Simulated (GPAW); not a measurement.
## VSi2N4 monolayer: work function by functional and basis

Wanted: work functions and dipole of VSi2N4 monolayer, with the cost of each level.

Main program and level: GPAW 26.7.0; GPAW, PAW setups; layer in a repeated cell with vacuum, relaxation of atoms and in-plane cell, in the first sound run; inputs show where later runs differ.

**1. Set-up**

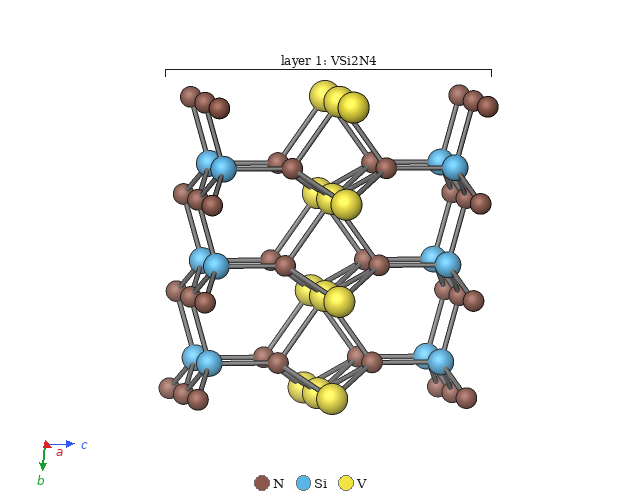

The starting structure, seen from the side, with the c axis across the page (nitrogen brown, silicon blue, vanadium yellow). 2×3×1 cells are drawn. Bonds to atoms that aren't drawn are left out. Some periodic images of atoms are drawn too.

The cell holds 7 atoms: 4 N, 2 Si and 1 V. Its edges and angles: a = 2.920 Å, b = 2.920 Å, c = 20.831 Å, α = 90.0°, β = 90.0°, γ = 120.0°. Vacuum lies along c.

**2. Relaxation**

The atoms are relaxed first, since the surface dipole, and with it the work function, follows the positions of the outer layers.

run.py

```python
import json
import numpy as np
from ase import Atoms
from ase.filters import FrechetCellFilter
from ase.optimize import BFGS
from gpaw import GPAW, PW

slab = Atoms(
    ['N', 'Si', 'N', 'V', 'N', 'Si', 'N'],
    positions=[
        [0.00000, 0.00000, 7.00000],
        [-0.00000, 1.68586, 7.46943],
        [-0.00000, 1.68586, 9.21943],
        [0.00000, 0.00000, 10.41541],
        [-0.00000, 1.68586, 11.61138],
        [-0.00000, 1.68586, 13.36138],
        [0.00000, 0.00000, 13.83081]],
    cell=[[2.92, 0.0, 0.0], [-1.46, 2.52879, 0.0], [0.0, 0.0, 20.8308]],
    pbc=[True, True, True],
    magmoms=[0.0, 0.0, 0.0, 1.0, 0.0, 0.0, 0.0])

slab.calc = GPAW(mode=PW(600), xc='PBE', kpts={'size': (12, 12, 1), 'gamma': True},
                 occupations={'name': 'fermi-dirac', 'width': 0.05}, nbands='200%',
                 convergence={'density': 1e-05}, maxiter=200,
                 symmetry={'tolerance': 1e-3}, txt='slab.txt')
result = {}
# The in-plane cell is free; stress needs a cell that repeats along all three vectors
path = []
opt = BFGS(FrechetCellFilter(slab, mask=[1, 1, 0, 0, 0, 1]), maxstep=0.2)
opt.attach(lambda: path.append((slab.get_potential_energy(), slab.positions.tolist(), slab.get_forces().tolist())))
result['relaxed'] = bool(opt.run(fmax=0.02, steps=45))
result['path'] = path
result['cell'] = slab.cell.tolist()
print('in-plane lattice', slab.cell.cellpar().round(4)[[0, 1, 5]])
energy = slab.get_potential_energy()
fermi = slab.calc.get_fermi_level()
v = slab.calc.get_electrostatic_potential().mean((0, 1)) - fermi
n = slab.calc.get_pseudo_density().mean((0, 1))
L = slab.cell[2, 2]
z = np.arange(len(v)) * L / len(v)
low, high = slab.positions[:, 2].min(), slab.positions[:, 2].max()
below, above = np.interp([low - 4.8, high + 4.8], z, v)
slopes = [np.interp(x, z, np.gradient(v, z)) for x in (low - 4.8, high + 4.8)]
eps = np.array([[slab.calc.get_eigenvalues(k, s) for k in range(len(slab.calc.get_ibz_k_points()))]
                for s in range(slab.calc.get_number_of_spins())]) - fermi
top, bottom = eps[eps < 0].max(), eps[eps > 0].min()
dipole = slab.get_dipole_moment()[2]
print(f'energy {energy:.4f} eV, Fermi level {fermi:.4f} eV, dipole {dipole:.5f} e A')
print(f'potential 4.8 A off the faces, from the Fermi level: lower {below:.4f} eV, upper {above:.4f} eV')
print(f'slope of the potential there: lower {slopes[0]:.5f}, upper {slopes[1]:.5f} eV/A')
print(f'nearest levels on the mesh: {top:.4f} and {bottom:.4f} eV')
print('magnetic moment', round(slab.get_magnetic_moment(), 3))
result.update(energy=energy, fermi=fermi, dipole=dipole, below=below, above=above, slopes=slopes, edges=[top, bottom],
              z=z.tolist(), v=v.tolist(), n=n.tolist(), positions=slab.positions.tolist(),
              forces=slab.get_forces(apply_constraint=False).tolist(), moments=slab.get_magnetic_moments().tolist())
json.dump(result, open('result.json', 'w'))
```

Command:

```console
> OMP_NUM_THREADS=1 OPENBLAS_NUM_THREADS=1 python run.py
```

The program printed:

```text
Step          Energy          fmax
BFGS:    0      -58.377412        1.038020
BFGS:    1      -58.434114        0.732656
BFGS:    2      -58.472571        0.608911
BFGS:    3      -58.472459        0.524743
BFGS:    4      -58.442248        0.239618
BFGS:    5      -58.436629        0.113947
BFGS:    6      -58.437384        0.092385
BFGS:    7      -58.438444        0.103984
BFGS:    8      -58.440034        0.079807
BFGS:    9      -58.440020        0.032280
BFGS:   10      -58.439859        0.006438
in-plane lattice [  2.8582   2.8582 120.    ]
energy -58.4380 eV, Fermi level 1.0734 eV, dipole 0.00018 e A
potential 4.8 A off the faces, from the Fermi level: lower 5.6032 eV, upper 5.6022 eV
slope of the potential there: lower -0.00036, upper 0.00083 eV/A
nearest levels on the mesh: -0.0109 and 0.1505 eV
magnetic moment 0.979
```

Elapsed: 33 min, on 1 thread of Arm Neoverse V2, shared host; peak memory 0.69 GiB.

This step gave:

| Item | Value |
| --- | --- |
| dipole along the normal | 1.83e-4 e·Å |
| levels nearest the Fermi level on the mesh | -0.01094, 0.1505 eV from the Fermi level |
| site moments | 0.001255, 0.006898, -0.02400, 0.8961, -0.02400, 0.006898, 0.001255 μB |
| sum of the site moments | 0.8644 μB |

The electrostatic potential energy of an electron (without an applied field's), less the Fermi level, planar mean oscillates, so the rows of the table below give means over windows of 1.04 Å about each position, cut where the curve ends. Its maxima inside the range that stand out by 2 % of the span (Å: eV): 8.6: 0.0807, 9.6: -7.05, 11.2: -7.05, 12.2: 0.0790. Its minima: 7.0: -23.1, 9.3: -12.9, 10.4: -19.2, 11.5: -12.9, 13.8: -23.1.

Table of electrostatic potential energy of an electron (without an applied field's), less the Fermi level, planar mean by z; means over each step:

| z (Å) | electrostatic potential energy of an electron (without an applied field's), less the Fermi level, planar mean (eV) |
| --- | --- |
| 0.52 | 5.60 |
| 1.56 | 5.60 |
| 2.60 | 5.60 |
| 3.64 | 5.60 |
| 4.68 | 5.57 |
| 5.72 | 4.50 |
| 6.76 | -13.1 |
| 7.80 | -13.4 |
| 8.84 | -4.83 |
| 9.88 | -11.6 |
| 10.92 | -11.8 |
| 11.96 | -5.12 |
| 13.00 | -12.8 |
| 14.04 | -13.8 |
| 15.08 | 4.37 |
| 16.12 | 5.56 |
| 17.16 | 5.60 |
| 18.20 | 5.60 |
| 19.24 | 5.60 |
| 20.28 | 5.60 |

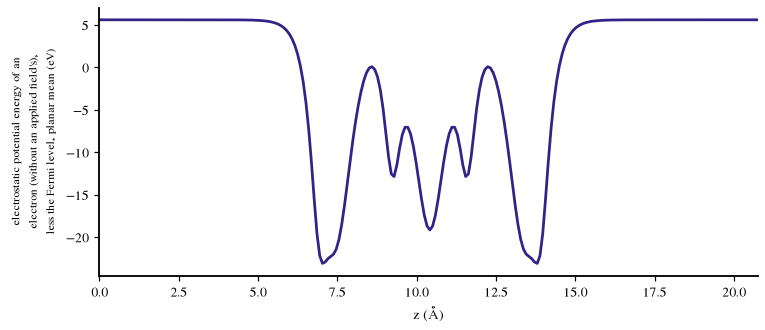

Electrostatic potential energy of an electron (without an applied field's), less the Fermi level, planar mean against z.

Pseudo valence density, planar mean against z:

| z (Å) | pseudo valence density, planar mean (e/Å³) |
| --- | --- |
| 4 | 1.4e-4 |
| 5 | 0.00384 |
| 6 | 0.116 |
| 7 | 0.904 |
| 8 | 0.264 |
| 9 | 0.660 |
| 10 | 1.01 |
| 11 | 0.727 |
| 12 | 0.524 |
| 13 | 0.304 |
| 14 | 0.860 |
| 15 | 0.0651 |
| 16 | 0.00217 |
| 17 | 8.1e-5 |

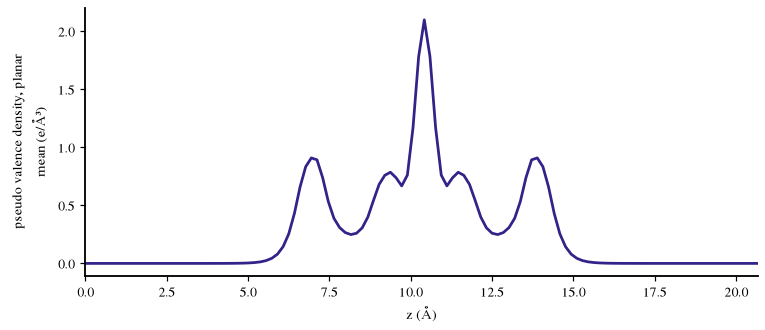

Pseudo valence density, planar mean against z.

Site moment by atom:

| atom | site moment (μB) |
| --- | --- |
| N1 | 0.001 |
| Si2 | 0.007 |
| N3 | -0.024 |
| V4 | 0.896 |
| N5 | -0.024 |
| Si6 | 0.007 |
| N7 | 0.001 |

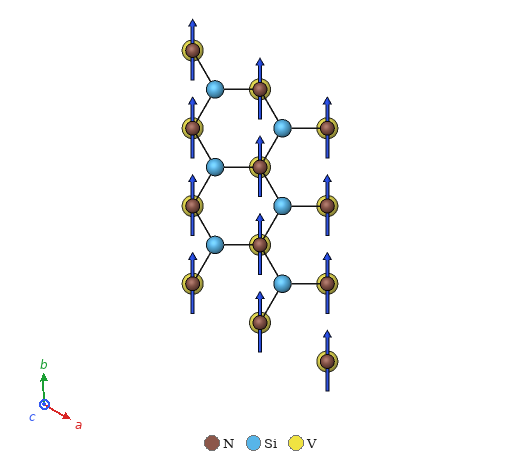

Site moment as arrows, the longest 0.896 μB. Up and down stand for the sign. Arrows give size and sign along the axis of quantisation, drawn up and down the page. Bonds to atoms that aren't drawn are left out. 2×3×1 cells are drawn. Some periodic images of atoms are drawn too.

The relaxation lowered the energy of the cell by 0.0611 eV (energies extrapolated to zero smearing; the optimiser's log prints free energies). The largest force left on a free atom is 0.0064 eV/Å.

**3. Plane waves, PBE**

With the geometry fixed, the planar mean of the potential gives the vacuum level on each side.

This step: GPAW, PAW setups; slab in vacuum (GPAW 26.7.0).

The cell differs from the one that the last finished run ended in (c 20.831 → 20.982 Å).

run.py

```python
import json
import numpy as np
from ase import Atoms
from gpaw import GPAW, PW

slab = Atoms(
    ['N', 'Si', 'N', 'V', 'N', 'Si', 'N'],
    positions=[
        [-0.00000, 0.00000, 7.00000],
        [-0.00000, 1.65015, 7.55160],
        [0.00000, 1.65015, 9.31356],
        [-0.00000, -0.00000, 10.49093],
        [0.00000, 1.65015, 11.66828],
        [0.00000, 1.65015, 13.43025],
        [0.00000, 0.00000, 13.98185]],
    cell=[[2.85816, -0.0, 0.0], [-1.42908, 2.47523, 0.0], [0.0, 0.0, 20.9818]],
    pbc=[True, True, False],
    magmoms=[0.0, 0.0, 0.0, 1.0, 0.0, 0.0, 0.0])

slab.calc = GPAW(mode=PW(500), xc='PBE', kpts={'size': (12, 12, 1), 'gamma': True},
                 occupations={'name': 'fermi-dirac', 'width': 0.05}, nbands='200%',
                 convergence={'density': 1e-05}, maxiter=200,
                 poissonsolver={'dipolelayer': 'xy'},
                 symmetry={'tolerance': 1e-3}, txt='slab.txt')
result = {}
energy = slab.get_potential_energy()
fermi = slab.calc.get_fermi_level()
v = slab.calc.get_electrostatic_potential().mean((0, 1)) - fermi
n = slab.calc.get_pseudo_density().mean((0, 1))
L = slab.cell[2, 2]
z = np.arange(len(v)) * L / len(v)
low, high = slab.positions[:, 2].min(), slab.positions[:, 2].max()
below, above = np.interp([low - 4.8, high + 4.8], z, v)
slopes = [np.interp(x, z, np.gradient(v, z)) for x in (low - 4.8, high + 4.8)]
eps = np.array([[slab.calc.get_eigenvalues(k, s) for k in range(len(slab.calc.get_ibz_k_points()))]
                for s in range(slab.calc.get_number_of_spins())]) - fermi
top, bottom = eps[eps < 0].max(), eps[eps > 0].min()
dipole = slab.get_dipole_moment()[2]
print(f'energy {energy:.4f} eV, Fermi level {fermi:.4f} eV, dipole {dipole:.5f} e A')
print(f'potential 4.8 A off the faces, from the Fermi level: lower {below:.4f} eV, upper {above:.4f} eV')
print(f'slope of the potential there: lower {slopes[0]:.5f}, upper {slopes[1]:.5f} eV/A')
print(f'nearest levels on the mesh: {top:.4f} and {bottom:.4f} eV')
print('magnetic moment', round(slab.get_magnetic_moment(), 3))
result.update(energy=energy, fermi=fermi, dipole=dipole, below=below, above=above, slopes=slopes, edges=[top, bottom],
              z=z.tolist(), v=v.tolist(), n=n.tolist(), positions=slab.positions.tolist(),
              forces=slab.get_forces(apply_constraint=False).tolist(), moments=slab.get_magnetic_moments().tolist())
json.dump(result, open('result.json', 'w'))
```

The program printed:

```text
energy -56.6883 eV, Fermi level 1.0545 eV, dipole 0.00082 e A
potential 4.8 A off the faces, from the Fermi level: lower 5.5897 eV, upper 5.5690 eV
slope of the potential there: lower -0.00165, upper 0.00165 eV/A
nearest levels on the mesh: -0.0067 and 0.1459 eV
magnetic moment 0.978
```

Run time: 2.2 min. Hardware: 1 thread; peak memory 0.31 GiB.

This step gave:

```yaml
dipole_along_the_normal: 8.17e-4 e·Å
levels_nearest_the_fermi_level_on_the_mesh: -0.006748, 0.1459 eV from the Fermi level
upper_work_function: 5.569 eV
lower_work_function: 5.590 eV
site_moments: 0.001225, 0.006915, -0.02374, 0.8940, -0.02374, 0.006915, 0.001225 μB
sum_of_the_site_moments: 0.8629 μB
```

The electrostatic potential energy of an electron (without an applied field's), less the Fermi level, planar mean oscillates, so the rows of the table below give means over windows of 1.12 Å about each position, cut where the curve ends. Its maxima inside the range that stand out by 2 % of the span (Å: eV): 8.6: 0.0293, 9.7: -6.98, 11.2: -6.98, 12.4: 0.0204. Its minima: 7.1: -23.2, 9.4: -12.9, 10.5: -19.2, 11.6: -12.9, 13.9: -23.2.

The electrostatic potential energy of an electron (without an applied field's), less the Fermi level, planar mean by z; means over each step:

| z (Å) | electrostatic potential energy of an electron (without an applied field's), less the Fermi level, planar mean (eV) |
| --- | --- |
| 0.56 | 5.59 |
| 1.68 | 5.59 |
| 2.80 | 5.59 |
| 3.92 | 5.58 |
| 5.04 | 5.49 |
| 6.16 | 1.55 |
| 7.28 | -19.8 |
| 8.40 | -4.28 |
| 9.52 | -9.15 |
| 10.64 | -14.3 |
| 11.76 | -7.08 |
| 12.88 | -8.94 |
| 14.00 | -16.0 |
| 15.12 | 4.07 |
| 16.24 | 5.53 |
| 17.36 | 5.57 |
| 18.48 | 5.57 |
| 19.60 | 5.57 |
| 20.72 | 5.57 |

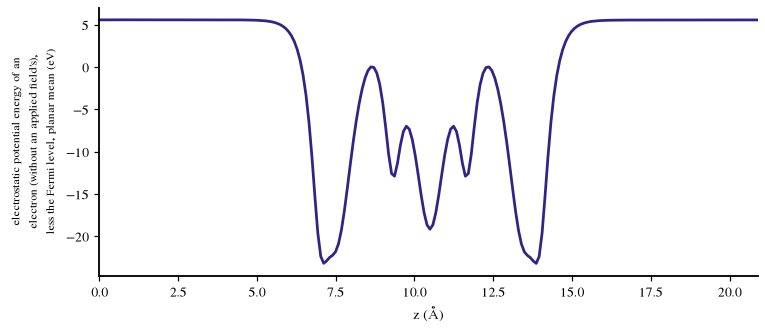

Electrostatic potential energy of an electron (without an applied field's), less the Fermi level, planar mean, plotted against z.

Pseudo valence density, planar mean against z:

| z (Å) | pseudo valence density, planar mean (e/Å³) |
| --- | --- |
| 4 | 1.2e-4 |
| 5 | 0.00308 |
| 6 | 0.0872 |
| 7 | 0.890 |
| 8 | 0.282 |
| 9 | 0.606 |
| 10 | 0.854 |
| 11 | 0.818 |
| 12 | 0.592 |
| 13 | 0.287 |
| 14 | 0.886 |
| 15 | 0.0823 |
| 16 | 0.00291 |
| 17 | 1.1e-4 |

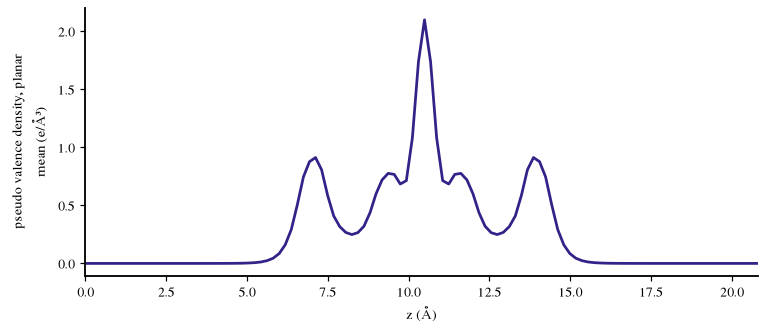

Pseudo valence density, planar mean against z.

Force by atom:

| atom | x (eV/Å) | y (eV/Å) | z (eV/Å) | size |
| --- | --- | --- | --- | --- |
| N1 | 0.000 | 0.000 | -0.194 | 0.194 |
| Si2 | 0.000 | 0.000 | 0.040 | 0.040 |
| N3 | 0.000 | 0.000 | 0.101 | 0.101 |
| V4 | 0.000 | 0.000 | 0.000 | 0.000 |
| N5 | 0.000 | 0.000 | -0.101 | 0.101 |
| Si6 | 0.000 | 0.000 | -0.040 | 0.040 |
| N7 | 0.000 | 0.000 | 0.194 | 0.194 |

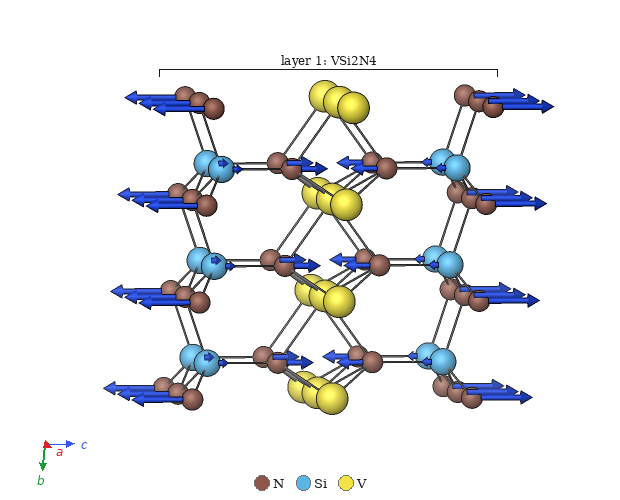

Force as arrows, the longest 0.194 eV/Å. Bonds to atoms that aren't drawn are left out. 2×3×1 cells are drawn. Some periodic images of atoms are drawn too.

The potential is flat to 0.002 eV/Å where it is read, so the vacuum is wide enough.

**4. Self-consistent run: xc = "RPBE"**

The same geometry under RPBE, to see how far the functional moves the levels against the vacuum.

run.py, as its differences from that of step 3:

```diff
@@ -19,3 +19,3 @@
 
-slab.calc = GPAW(mode=PW(500), xc='PBE', kpts={'size': (12, 12, 1), 'gamma': True},
+slab.calc = GPAW(mode=PW(500), xc='RPBE', kpts={'size': (12, 12, 1), 'gamma': True},
                  occupations={'name': 'fermi-dirac', 'width': 0.05}, nbands='200%',
```

The program printed:

```text
energy -53.7301 eV, Fermi level 1.2134 eV, dipole 0.00082 e A
potential 4.8 A off the faces, from the Fermi level: lower 5.4228 eV, upper 5.4021 eV
slope of the potential there: lower -0.00163, upper 0.00163 eV/A
nearest levels on the mesh: -0.0585 and 0.1911 eV
magnetic moment 0.99
```

Wall time 2.2 min (1 thread); peak memory 0.31 GiB.

This step gave:

- levels nearest the Fermi level on the mesh: -0.05849, 0.1911 eV from the Fermi level
- upper work function: 5.402 eV
- lower work function: 5.423 eV
- site moments: 9.75e-4, 0.007029, -0.02767, 0.9209, -0.02767, 0.007029, 9.75e-4 μB
- sum of the site moments: 0.8816 μB

The electrostatic potential energy of an electron (without an applied field's), less the Fermi level, planar mean oscillates, so the rows of the table below give means over windows of 1.12 Å about each position, cut where the curve ends. Its maxima inside the range that stand out by 2 % of the span (Å: eV): 8.6: -0.108, 9.7: -7.13, 11.2: -7.13, 12.4: -0.116. Its minima: 7.1: -23.3, 9.4: -13.0, 10.5: -19.3, 11.6: -13.0, 13.9: -23.3.

Table of electrostatic potential energy of an electron (without an applied field's), less the Fermi level, planar mean by z; means over each step:

| z (Å) | electrostatic potential energy of an electron (without an applied field's), less the Fermi level, planar mean (eV) |
| --- | --- |
| 0.56 | 5.42 |
| 1.68 | 5.42 |
| 2.80 | 5.42 |
| 3.92 | 5.42 |
| 5.04 | 5.32 |
| 6.16 | 1.39 |
| 7.28 | -20.0 |
| 8.40 | -4.42 |
| 9.52 | -9.29 |
| 10.64 | -14.5 |
| 11.76 | -7.22 |
| 12.88 | -9.09 |
| 14.00 | -16.1 |
| 15.12 | 3.90 |
| 16.24 | 5.36 |
| 17.36 | 5.40 |
| 18.48 | 5.40 |
| 19.60 | 5.40 |
| 20.72 | 5.40 |

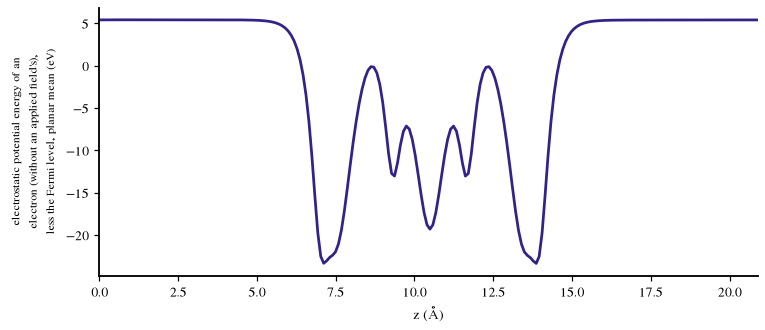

Electrostatic potential energy of an electron (without an applied field's), less the Fermi level, planar mean against z.

The pseudo valence density, planar mean oscillates, so the rows of the table below give means over windows of 2 Å about each position, cut where the curve ends. Its maxima inside the range that stand out by 2 % of the span (Å: e/Å³): 7.1: 0.912, 9.4: 0.776, 10.5: 2.10, 11.6: 0.776, 13.9: 0.912. Its minima: 8.2: 0.248, 9.7: 0.684, 11.2: 0.684, 12.7: 0.248.

The pseudo valence density, planar mean by z; means over each step:

| z (Å) | pseudo valence density, planar mean (e/Å³) |
| --- | --- |
| 2 | 2.6e-6 |
| 4 | 4.9e-4 |
| 6 | 0.248 |
| 8 | 0.469 |
| 10 | 1.10 |
| 12 | 0.532 |
| 14 | 0.532 |
| 16 | 0.0123 |
| 18 | 2.1e-5 |

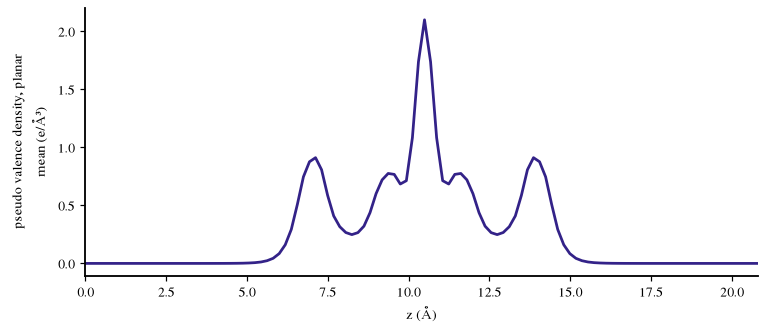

Pseudo valence density, planar mean against z.

Force by atom:

| atom | x (eV/Å) | y (eV/Å) | z (eV/Å) | size |
| --- | --- | --- | --- | --- |
| N1 | 0.000 | 0.000 | -0.403 | 0.403 |
| Si2 | 0.000 | 0.000 | 0.056 | 0.056 |
| N3 | 0.000 | 0.000 | -0.050 | 0.050 |
| V4 | 0.000 | 0.000 | 0.000 | 0.000 |
| N5 | 0.000 | 0.000 | 0.050 | 0.050 |
| Si6 | 0.000 | 0.000 | -0.056 | 0.056 |
| N7 | 0.000 | 0.000 | 0.403 | 0.403 |

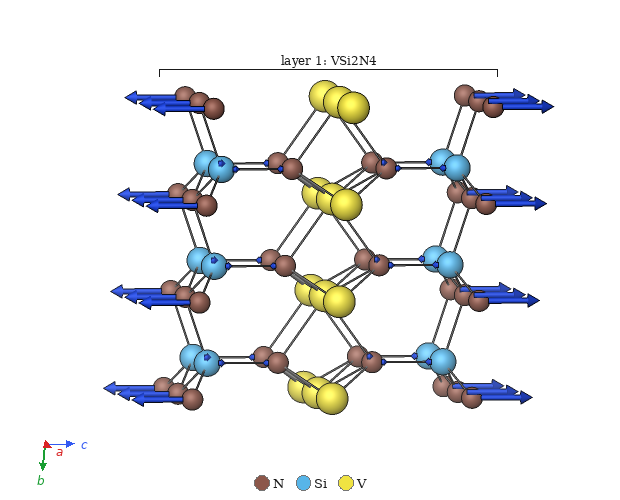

Force as arrows, the longest 0.403 eV/Å. Bonds to atoms that aren't drawn are left out. 2×3×1 cells are drawn. Some periodic images of atoms are drawn too.

The upper face's work function is 5.402 eV, against 5.569 eV in the first plane-wave PBE run at this geometry.

(Continued in part 2 of 2.)

[Logs are printed without paths, hosts, clocks, repeated set-up lines and the standing remarks that a program may print on its own settings, such as how far it seeks lower states.]

[Hosts, paths, dates, database ids (printed as entryN), source tags and the programs' standing remarks are cut or masked in the printed files.]
